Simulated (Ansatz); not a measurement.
## Work function of Be(0001): what the settings cost and change

How far do cutoff, k-mesh and smearing move the work function of Be(0001)?

Program: Ansatz 0.2.0. Level of theory: plane-wave DFT, PBE, Ansatz PAW. Results are calculated unless marked as measured.

### 1. Set-up

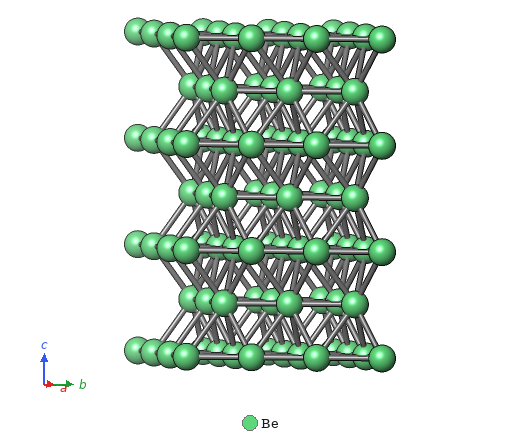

The starting structure, seen from the side, with the c axis up (beryllium green). 3×3×1 cells are drawn. Some periodic images of atoms are drawn too.

The cell holds 7 atoms: 7 Be. Cell: a = 2.290 Å, b = 2.290 Å, c = 28.765 Å, α = 90.0°, β = 90.0°, γ = 60.0°. Vacuum lies along c.

### 2. Run, setting cutoff 200 eV

A work function rests on the faint tail of the density, so the SCF threshold is tight. The cutoff is raised first; then mesh and smearing are varied at the default cutoff.

input.yaml reads:

```yaml
crystal:
  lattice:
    - [2.29, 0.0, 0.0]
    - [1.145, 1.9831981747, 0.0]
    - [0.0, 0.0, 28.76529]
  atoms:
    - { symbol: Be, position: [0.0, 0.0, 0.3128770821] }
    - { symbol: Be, position: [0.6666666667, 0.6666666667, 0.375251388] }
    - { symbol: Be, position: [0.0, 0.0, 0.437625694] }
    - { symbol: Be, position: [0.6666666667, 0.6666666667, 0.5] }
    - { symbol: Be, position: [0.0, 0.0, 0.562374306] }
    - { symbol: Be, position: [0.6666666667, 0.6666666667, 0.624748612] }
    - { symbol: Be, position: [0.0, 0.0, 0.6871229179] }
kpoints:
  mp_grid: { grid: [20, 20, 1] }
hamiltonian:
  xc: pbe
scf:
  occupations: { method: fermi_dirac, width: 0.1 }
  convergence: { dr2_threshold: 1.0e-09 }
efield:
  axis: 3
  dipole_correction: true
  ramp_position: 0.97
  ramp_width: 0.06
basis:
  ecutwfc: "200 eV"
output:
  write_potential: true
  write_density: true
  volumetric_format: npy
  elf: true
```

Started as:

```sh
$ ansatz run input.yaml --threads 2 --pin off --max-ram 3072MiB --backend cpu --events-out ev --progress --plain --runs-dir out
```

Numbers of over 12 decimals in the logs are rounded to 6 here.

Log:

```text
Warning: basis.ecutwfc = 200 eV is below the records' recommended 420 eV, and the density's cutoff is lower with it unless basis.ecutrho_ratio is high enough to keep the records' density cutoff: compare with a run at a higher cutoff
Engine: ansatz 0.2.0, aarch64-unknown-linux-gnu
Pseudopotentials: kind: paw
Pseudopotential: Be, paw, valence charge 2, recommended cutoff 420 eV (normal), Be.paw.azcp
Functional definition: PBE
  parameter kappa = 0.804
  parameter beta = 0.066725
  exchange = pbe_x(kappa = kappa, mu = beta*pi^2/3)
  correlation = pbe_c(beta = beta)
Crystal: 7 atoms, lattice volume = 130.638 Å³
Basis set: ecut = 200 eV, 877 PW (Γ)
Bands: 14, of which v1, the nominal top of the filled ones, is band 7 counted from 1 (6 counted from 0)
Symmetry: 6 space group operations
k-points: 44 of 400 (time reversal used)
Non-local potential: Be, projectors of the file, l = 0: 2, l = 1: 2, l = 2: 1
PAW form: soft (Blöchl's): semilocal exchange-correlation on the pseudo side does not see the compensation charge
PAW one-centre angular grid: Be, 110 points (default); XC on 64 Gauss nodes
Initial density: superposition of atomic densities (neutral atoms: chi_scale 0, normalization atom), corrected by the library's trained network
Initial wavefunctions: pseudopotential atomic-orbital guess
Functional: x = pbe(κ = 0.804, μ = 0.219515), c = pbe(β = 0.066725)
SCF iter   1: F=—  HF=-647.774320 eV  |F-HF|=—  |Δ(HF+E_count)|=         —  Δρ=3.04e-3  dr2=1.45e-2  ethr=1.77e-3  p=0.000 e·Å  D=7.21e-14 V/Å  ΔV_dip=-0.00 eV  dr2_dipole=1.38e-8  V_vac-E_F(+/−)=5.41/5.42 eV  ⟨swp⟩=10.9  Hψ=6475  notcnv=0  defer=21
efield: sawtooth ramp at fractional position 0.9700 (set: `efield.ramp_position`, or a place that a band, a saddle search or an elastic batch's reference lends), width 0.0600; the density the first Hamiltonian is built on has a dipole p = 0.000 e·Å; the dipole correction subtracts the counter field D = 7.21e-14 V/Å, which shifts the + side's vacuum level by -0.00 eV against the − side's; the planar-averaged density in the ramp window peaks in size at 9.7e-7 e/Å³
preconditioner: auto → LDOS  [metal: Δε(μ)=0.062 eV  Ē_g=8.628 eV  σ=0.100 eV  W_gap=0.15  n_scr=16 (ndim 8)  ℏωp=12.2 eV  f_vac=0.481  D(μ)=1.46/eV (n_scr^D=12)  β→1.0]
SCF iter   2: F=—  HF=-647.777996 eV  |F-HF|=—  |Δ(HF+E_count)|=   3.68e-3  Δρ=8.73e-4  dr2=3.25e-3  ethr=1.03e-4  p=0.000 e·Å  D=3.30e-6 V/Å  ΔV_dip=-0.00 eV  dr2_dipole=5.35e-9  V_vac-E_F(+/−)=5.33/5.34 eV  ⟨swp⟩=2.4  Hψ=1321  notcnv=0  defer=20
SCF iter   3: F=—  HF=-647.777289 eV  |F-HF|=—  |Δ(HF+E_count)|=   7.07e-4  Δρ=2.64e-4  dr2=3.35e-4  ethr=2.32e-5  p=-0.000 e·Å  D=-2.19e-6 V/Å  ΔV_dip=0.00 eV  dr2_dipole=2.23e-9  V_vac-E_F(+/−)=5.32/5.32 eV  ⟨swp⟩=2.2  Hψ=906  notcnv=0  defer=20
SCF iter   4: F=—  HF=-647.777226 eV  |F-HF|=—  |Δ(HF+E_count)|=   6.26e-5  Δρ=5.24e-5  dr2=1.56e-5  ethr=2.39e-6  p=0.000 e·Å  D=5.21e-8 V/Å  ΔV_dip=-0.00 eV  dr2_dipole=3.99e-12  V_vac-E_F(+/−)=5.32/5.32 eV  ⟨swp⟩=2.5  Hψ=933  notcnv=0  defer=20
SCF iter   5: F=—  HF=-647.777226 eV  |F-HF|=—  |Δ(HF+E_count)|=   1.89e-7  Δρ=8.52e-6  dr2=3.87e-7  ethr=1.11e-7  p=-0.000 e·Å  D=-4.19e-7 V/Å  ΔV_dip=0.00 eV  dr2_dipole=2.40e-11  V_vac-E_F(+/−)=5.32/5.32 eV  ⟨swp⟩=2.3  Hψ=844  notcnv=0  defer=20
SCF iter   6: F=—  HF=-647.777226 eV  |F-HF|=—  |Δ(HF+E_count)|=   4.13e-7  Δρ=1.26e-6  dr2=7.69e-9  ethr=2.77e-9  p=0.000 e·Å  D=3.64e-8 V/Å  ΔV_dip=-0.00 eV  dr2_dipole=3.77e-13  V_vac-E_F(+/−)=5.32/5.32 eV  ⟨swp⟩=2.3  Hψ=884  notcnv=0  defer=20
SCF iter   7: F=-647.777226 eV  HF=-647.777226 eV  |F-HF|=2.74e-11  |Δ(HF+E_count)|=   2.02e-9  Δρ=2.19e-7  dr2=2.10e-10  ethr=7.14e-12  p=-0.000 e·Å  D=-6.96e-8 V/Å  ΔV_dip=0.00 eV  dr2_dipole=8.57e-14  V_vac-E_F(+/−)=5.32/5.32 eV  ⟨swp⟩=9.1  Hψ=3133  notcnv=0
SCF 1 converged in 7 iterations: F = -647.777226 eV  dr2 = 2.10e-10
  greatest PAW one-centre occupation: 0.376 electrons in one spin orbital (limit 2), on the Be atom at site 1 (counted from 0), in its partial waves of l = 0
WARN: The output density's exchange-correlation potential varies sharply where the density is thin. Do not read a vacuum level from v_tot or v_xc, or from such a field of the output density. On a cell that repeats whose density bears no net charge and no dipole along the vacuum's axis use v_es (v_loc + v_h of the components); under efield.dipole_correction with no amplitude use v_es + v_field, which holds any externa [...]
SCF converged after 7 iterations
Free energy (F): -647.777226 eV
Harris-Foulkes:  -647.777226 eV  (|F-HF|=2.74e-11)
Internal energy: -647.730113 eV  (E = F + TS)
E sigma→0 (E₀):  -647.753669 eV
Entropy (-TS):   -0.047113 eV (-6.730 meV/atom)
Fermi energy:    0.300211 eV
Dipole field:    D = -0.000001 V/Å  (p = -0.000000 e·Å, saw-weighted, corrected)
Work function:   Φ+ = 5.3196 eV   Φ− = 5.3206 eV
Levels:          The Fermi level and band energies are counted from a zero that moves with the ramp; work functions are not
--- Per-component energies (eV) ---
  E_band       = -55.112506
  E_kinetic    = 139.441018
  E_local      = -5915.657486  (includes V_loc(G=0)·N_el)
  E_nonlocal   = 31.057335
  E_hartree    = 2920.780054
  E_xc         = -135.518460
  E_vxc        = -141.849810  (∫ρ·V_xc dr)
  E_paw        = -416.618664  (= ΣΔE_a)
  E_vpaw       = -9.664534  (= ΣTr[D̂ρ^β])
  E_aug_tail   = 0.000136  (compensation charges beyond the density's cutoff)
  E_efield     = 0.000000  (sawtooth field / dipole correction)
  E_vefield    = 0.000000  (∫n·V_field dr)
  E_ewald      = 2728.785952
  E_smearing   = -0.047113  (= −TS)
  E_closure    = -0.000000  (closes the sum)
  Σ components = -647.777226   (vs F -647.777226, Δ=0.00e0)
--- Band table (eV; the first three rows and the last of 44) ---
  k-point 0: bands = [... 3 lower, -7.8513, -6.4821, -4.9580, -2.3967, -2.0869, 2.8927, 4.5439, 5.1142, ... 3 higher]
  k-point 1: bands = [... 3 lower, -7.7781, -6.4073, -4.8788, -2.3195, -1.9991, 2.9316, 4.6098, 5.2024, ... 3 higher]
  k-point 2: bands = [... 3 lower, -7.5596, -6.1850, -4.6444, -2.0918, -1.7436, 3.0335, 4.8025, 5.4671, ... 3 higher]
  k-point 43: bands = [... 3 lower, -0.6878, -0.6859, 0.0609, 0.1102, 0.2681, 0.9293, 1.2669, 1.7844, ... 3 higher]
```

Elapsed: 7.3 s, on 2 threads of Arm Neoverse N1, shared host; peak memory 0.31 GiB; 12 s of CPU time.

Reading the cycles: dr2 is the Hartree energy of the density residual (eV), the measure of convergence; HF is the Harris–Foulkes estimate of the energy, which meets the free energy F at convergence.

This step gave:

| Quantity | Value |
| --- | --- |
| energy at zero smearing | -647.7537 eV |
| work function, upper face | 5.320 eV |

Running mean over 1.794 Å of the planar mean; the ramp of the sawtooth is left out. The electron's electrostatic potential energy less the Fermi level by z:

| z (Å) | electron's electrostatic potential energy less the Fermi level (eV) |
| --- | --- |
| 5.0 | 5.32 |
| 7.5 | 3.53 |
| 10.0 | -6.49 |
| 12.5 | -6.91 |
| 15.0 | -6.97 |
| 17.5 | -6.74 |
| 20.0 | -5.49 |
| 22.5 | 5.25 |
| 25.0 | 5.32 |

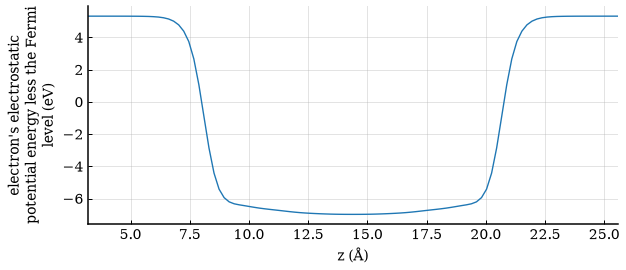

Electron's electrostatic potential energy less the Fermi level against z.

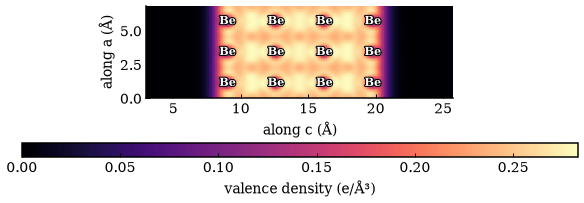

Valence density in the ca plane at fractional y = 0.000, with atoms of Be within 0.2 Å of it. It is the smooth field of the valence electrons, not physical close to the nuclei. The map starts off the cell's origin, so that atoms lie inside it. The far vacuum is left out of the map.

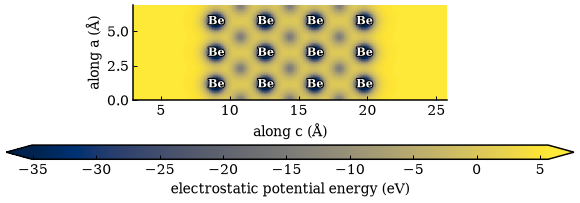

Electrostatic potential energy in the ca plane at fractional y = 0.000, with atoms of Be within 0.2 Å of it. With pseudopotentials it is smooth inside the atoms' cores, unlike the true potential. The map starts off the cell's origin, so that atoms lie inside it. The far vacuum is left out of the map.

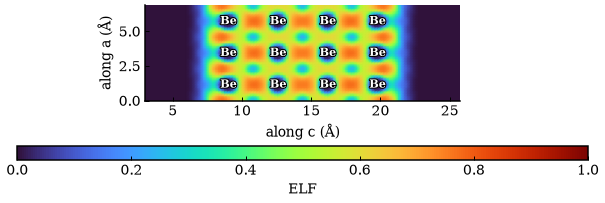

ELF in the ca plane at fractional y = 0.000, with atoms of Be within 0.2 Å of it. It is the smooth field of the valence electrons, not physical close to the nuclei. The map starts off the cell's origin, so that atoms lie inside it. The far vacuum is left out of the map.

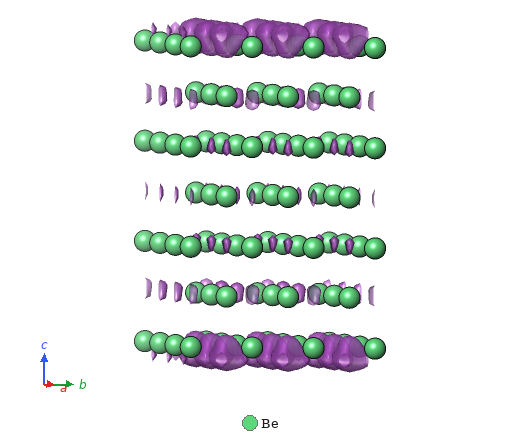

Surface of ELF = 0.75. 3×3×1 cells are drawn.

The work function is 5.320 eV.

### 3. Run

Edit input.yaml of step 2 so:

```diff
@@ -26,3 +26,3 @@
 basis:
-  ecutwfc: "200 eV"
+  ecutwfc: "300 eV"
 output:
@@ -31,2 +31 @@
   volumetric_format: npy
-  elf: true
```

Log:

```text
[...]
Crystal: 7 atoms, lattice volume = 130.638 Å³
Basis set: ecut = 300 eV, 1575 PW (Γ)
Bands: 14, of which v1, the nominal top of the filled ones, is band 7 counted from 1 (6 counted from 0)
Symmetry: 6 space group operations
k-points: 44 of 400 (time reversal used)
[...]
k-point 1: bands = [... 3 lower, -7.7826, -6.4172, -4.8938, -2.3342, -2.0155, 2.9076, 4.5969, 5.2139, ... 3 higher]
  k-point 2: bands = [... 3 lower, -7.5652, -6.1945, -4.6565, -2.1037, -1.7589, 3.0145, 4.7920, 5.4778, ... 3 higher]
  k-point 43: bands = [... 3 lower, -0.7013, -0.7005, 0.0453, 0.0947, 0.2535, 0.9135, 1.2492, 1.7711, ... 3 higher]
[key lines of the parts left out:]
SCF converged after 7 iterations
Free energy (F): -648.285523 eV
Fermi energy:    0.284364 eV
Dipole field:    D = -0.000001 V/Å  (p = -0.000001 e·Å, saw-weighted, corrected)
Work function:   Φ+ = 5.3201 eV   Φ− = 5.3201 eV
```

The job ended after 9.3 s (2 threads; peak memory 0.31 GiB; 16 s of CPU time).

The work function is 5.320 eV, +0.000 eV from the run “cutoff 200 eV”, at 1.3 times its CPU time.

### 4. Run

Edit input.yaml of step 3 so:

```diff
@@ -26,3 +26,3 @@
 basis:
-  ecutwfc: "300 eV"
+  ecutwfc: "420 eV"
 output:
```

Log:

```text
[...]
Crystal: 7 atoms, lattice volume = 130.638 Å³
Basis set: ecut = 420 eV, 2521 PW (Γ)
Bands: 14, of which v1, the nominal top of the filled ones, is band 7 counted from 1 (6 counted from 0)
Symmetry: 6 space group operations
k-points: 44 of 400 (time reversal used)
[...]
k-point 1: bands = [... 3 lower, -7.7827, -6.4176, -4.8943, -2.3353, -2.0164, 2.9050, 4.5968, 5.2241, ... 3 higher]
  k-point 2: bands = [... 3 lower, -7.5655, -6.1950, -4.6573, -2.1048, -1.7597, 3.0128, 4.7918, 5.4873, ... 3 higher]
  k-point 43: bands = [... 3 lower, -0.7015, -0.7004, 0.0452, 0.0945, 0.2533, 0.9131, 1.2487, 1.7705, ... 3 higher]
[key lines of the parts left out:]
SCF converged after 7 iterations
Free energy (F): -648.322878 eV
Fermi energy:    0.283965 eV
Dipole field:    D = -0.000001 V/Å  (p = -0.000000 e·Å, saw-weighted, corrected)
Work function:   Φ+ = 5.3195 eV   Φ− = 5.3195 eV
```

It took 15 s on 2 threads; peak memory 0.36 GiB.

The work function is 5.319 eV, -0.000 eV from the run “cutoff 200 eV”, at 2.2 times its CPU time.

### 5. Run

Edit input.yaml of step 4 so:

```diff
@@ -26,3 +26,3 @@
 basis:
-  ecutwfc: "420 eV"
+  ecutwfc: "600 eV"
 output:
```

Log:

```text
[...]
Crystal: 7 atoms, lattice volume = 130.638 Å³
Basis set: ecut = 600 eV, 4357 PW (Γ)
Bands: 14, of which v1, the nominal top of the filled ones, is band 7 counted from 1 (6 counted from 0)
Symmetry: 6 space group operations
k-points: 44 of 400 (time reversal used)
[...]
k-point 1: bands = [... 3 lower, -7.7827, -6.4176, -4.8943, -2.3354, -2.0165, 2.9048, 4.5963, 5.2274, ... 3 higher]
  k-point 2: bands = [... 3 lower, -7.5655, -6.1950, -4.6573, -2.1048, -1.7598, 3.0126, 4.7912, 5.4902, ... 3 higher]
  k-point 43: bands = [... 3 lower, -0.7016, -0.7005, 0.0451, 0.0944, 0.2532, 0.9130, 1.2486, 1.7703, ... 3 higher]
[key lines of the parts left out:]
SCF converged after 7 iterations
Free energy (F): -648.324299 eV
Fermi energy:    0.283836 eV
Dipole field:    D = 0.000000 V/Å  (p = 0.000000 e·Å, saw-weighted, corrected)
Work function:   Φ+ = 5.3196 eV   Φ− = 5.3196 eV
```

Elapsed: 21 s, on 2 threads; peak memory 0.45 GiB.

The work function is 5.320 eV, +0.000 eV from the run “cutoff 420 eV”, at 1.4 times its CPU time.

### 6. Slab

Edit input.yaml of step 5 so:

```diff
@@ -14,3 +14,3 @@
 kpoints:
-  mp_grid: { grid: [20, 20, 1] }
+  mp_grid: { grid: [3, 3, 1] }
 hamiltonian:
@@ -25,4 +25,2 @@
   ramp_width: 0.06
-basis:
-  ecutwfc: "600 eV"
 output:
```

Log:

```text
[...]
Crystal: 7 atoms, lattice volume = 130.638 Å³
Basis set: ecut = 420 eV, 2521 PW (Γ)
Bands: 14, of which v1, the nominal top of the filled ones, is band 7 counted from 1 (6 counted from 0)
Symmetry: 6 space group operations
k-points: 3 of 9 (time reversal used)
[...]
Work function:   Φ+ = 4.6037 eV   Φ− = 4.6037 eV
[...]
--- Band table (eV) ---
  k-point 0: bands = [... 3 lower, -7.4403, -5.9841, -4.3463, -2.5017, -2.0842, 3.4370, 4.4026, 4.8871, ... 3 higher]
  k-point 1: bands = [... 3 lower, -4.3408, -2.9214, -1.2971, 0.4914, 1.8090, 3.6102, 4.7794, 5.7947, ... 3 higher]
  k-point 2: bands = [... 3 lower, 0.3709, 0.4197, 0.4632, 0.4637, 0.5236, 0.7332, 0.7335, 1.7892, ... 3 higher]
[key lines of the parts left out:]
SCF converged after 15 iterations
Free energy (F): -645.755663 eV
Fermi energy:    0.593216 eV
Dipole field:    D = -0.000000 V/Å  (p = -0.000000 e·Å, saw-weighted, corrected)
```

Run time: 3.3 s. Hardware: 2 threads; peak memory 0.28 GiB; 3.1 s of CPU time.

The work function is 4.604 eV, -0.716 eV from the run “cutoff 420 eV”, at 0.12 times its CPU time.

### 7. Run

Edit input.yaml of step 6 so:

```diff
@@ -14,3 +14,3 @@
 kpoints:
-  mp_grid: { grid: [3, 3, 1] }
+  mp_grid: { grid: [7, 7, 1] }
 hamiltonian:
```

Log:

```text
[...]
Crystal: 7 atoms, lattice volume = 130.638 Å³
Basis set: ecut = 420 eV, 2521 PW (Γ)
Bands: 14, of which v1, the nominal top of the filled ones, is band 7 counted from 1 (6 counted from 0)
Symmetry: 6 space group operations
k-points: 8 of 49 (time reversal used)
[...]
k-point 1: bands = [... 3 lower, -7.4140, -6.0400, -4.4951, -1.8199, -1.4443, 2.9982, 5.0133, 5.9336, ... 3 higher]
  k-point 2: bands = [... 3 lower, -5.6821, -4.2944, -2.6757, -0.2547, 0.5620, 3.2867, 5.1566, 6.6346, ... 3 higher]
  k-point 7: bands = [... 3 lower, -1.4501, -0.5164, 0.4319, 0.5898, 0.6874, 1.2026, 1.9493, 2.8256, ... 3 higher]
[key lines of the parts left out:]
SCF converged after 9 iterations
Free energy (F): -648.226968 eV
Fermi energy:    0.436683 eV
Dipole field:    D = -0.000002 V/Å  (p = -0.000001 e·Å, saw-weighted, corrected)
Work function:   Φ+ = 5.2910 eV   Φ− = 5.2910 eV
```

Elapsed: 4.4 s, on 2 threads; peak memory 0.29 GiB; 5.8 s of CPU time.

The work function is 5.291 eV, -0.028 eV from the run “cutoff 420 eV”, at 0.22 times its CPU time.

### 8. Slab

Edit input.yaml of step 7 so:

```diff
@@ -14,3 +14,3 @@
 kpoints:
-  mp_grid: { grid: [7, 7, 1] }
+  mp_grid: { grid: [13, 13, 1] }
 hamiltonian:
```

Log:

```text
[...]
Crystal: 7 atoms, lattice volume = 130.638 Å³
Basis set: ecut = 420 eV, 2521 PW (Γ)
Bands: 14, of which v1, the nominal top of the filled ones, is band 7 counted from 1 (6 counted from 0)
Symmetry: 6 space group operations
k-points: 21 of 169 (time reversal used)
[...]
k-point 1: bands = [... 3 lower, -7.6596, -6.2913, -4.7448, -2.2361, -1.9017, 2.9933, 4.6830, 5.3288, ... 3 higher]
  k-point 2: bands = [... 3 lower, -7.1472, -5.7676, -4.1902, -1.6973, -1.2942, 3.2319, 5.1153, 5.9444, ... 3 higher]
  k-point 20: bands = [... 3 lower, -0.5681, -0.1133, 0.0297, 0.3338, 0.5604, 0.8272, 1.3377, 2.1192, ... 3 higher]
[key lines of the parts left out:]
SCF converged after 8 iterations
Free energy (F): -648.296072 eV
Fermi energy:    0.341584 eV
Dipole field:    D = 0.000001 V/Å  (p = 0.000000 e·Å, saw-weighted, corrected)
Work function:   Φ+ = 5.2390 eV   Φ− = 5.2390 eV
```

Run time: 9.1 s. Hardware: 2 threads; peak memory 0.31 GiB; 14 s of CPU time.

The work function is 5.239 eV, -0.081 eV from the run “cutoff 420 eV”, at 0.54 times its CPU time.

### 9. Run

Edit input.yaml of step 8 so:

```diff
@@ -14,3 +14,3 @@
 kpoints:
-  mp_grid: { grid: [13, 13, 1] }
+  mp_grid: { grid: [30, 30, 1] }
 hamiltonian:
```

Log:

```text
[...]
Crystal: 7 atoms, lattice volume = 130.638 Å³
Basis set: ecut = 420 eV, 2521 PW (Γ)
Bands: 14, of which v1, the nominal top of the filled ones, is band 7 counted from 1 (6 counted from 0)
Symmetry: 6 space group operations
k-points: 91 of 900 (time reversal used)
[...]
k-point 1: bands = [... 3 lower, -7.8116, -6.4467, -4.9273, -2.3749, -2.0599, 2.8945, 4.5594, 5.1682, ... 3 higher]
  k-point 2: bands = [... 3 lower, -7.7149, -6.3476, -4.8216, -2.2717, -1.9456, 2.9434, 4.6486, 5.2856, ... 3 higher]
  k-point 90: bands = [... 3 lower, -0.5342, -0.4905, -0.2631, -0.2602, 0.1566, 1.0144, 1.0144, 1.4674, ... 3 higher]
[key lines of the parts left out:]
SCF converged after 7 iterations
Free energy (F): -648.325554 eV
Fermi energy:    0.279879 eV
Dipole field:    D = 0.000000 V/Å  (p = 0.000000 e·Å, saw-weighted, corrected)
Work function:   Φ+ = 5.3143 eV   Φ− = 5.3143 eV
```

Run time: 32 s. Hardware: 2 threads; peak memory 0.45 GiB.

The work function is 5.314 eV, -0.005 eV from the run “cutoff 420 eV”, at 2.1 times its CPU time.

### 10. Run

Edit input.yaml of step 9 so:

```diff
@@ -14,3 +14,3 @@
 kpoints:
-  mp_grid: { grid: [30, 30, 1] }
+  mp_grid: { grid: [20, 20, 1] }
 hamiltonian:
@@ -18,3 +18,3 @@
 scf:
-  occupations: { method: fermi_dirac, width: 0.1 }
+  occupations: { method: gaussian, width: 0.05 }
   convergence: { dr2_threshold: 1.0e-09 }
```

Log:

```text
[...]
Crystal: 7 atoms, lattice volume = 130.638 Å³
Basis set: ecut = 420 eV, 2521 PW (Γ)
Bands: 14, of which v1, the nominal top of the filled ones, is band 7 counted from 1 (6 counted from 0)
Symmetry: 6 space group operations
k-points: 44 of 400 (time reversal used)
[...]
k-point 1: bands = [... 3 lower, -7.8000, -6.4353, -4.9109, -2.3409, -2.0229, 2.8908, 4.5971, 5.2344, ... 3 higher]
  k-point 2: bands = [... 3 lower, -7.5827, -6.2127, -4.6738, -2.1106, -1.7664, 2.9985, 4.7908, 5.4974, ... 3 higher]
  k-point 43: bands = [... 3 lower, -0.7225, -0.7210, 0.0252, 0.0752, 0.2372, 0.8969, 1.2325, 1.7547, ... 3 higher]
[key lines of the parts left out:]
SCF converged after 7 iterations
Free energy (F): -648.299231 eV
Fermi energy:    0.244154 eV
Dipole field:    D = 0.000000 V/Å  (p = 0.000000 e·Å, saw-weighted, corrected)
Work function:   Φ+ = 5.3727 eV   Φ− = 5.3727 eV
```

Run time: 15 s. Hardware: 2 threads; peak memory 0.36 GiB; 26 s of CPU time.

The work function is 5.373 eV, +0.053 eV from the run “cutoff 420 eV”, at 0.98 times its CPU time.

(Part 1 of 2 ends here.)

[Logs are printed without paths, hosts, clocks, repeated set-up lines and the standing remarks that a program may print on its own settings, such as how far it seeks lower states.]

[Hosts, paths, dates, database ids (printed as entryN), source tags and the programs' standing remarks are cut or masked in the printed files.]

[Maps of the electrostatic potential energy from Ansatz leave out the sawtooth potential of an applied field or a dipole correction, so their vacuum need not be flat; planar profiles and work functions include it.]
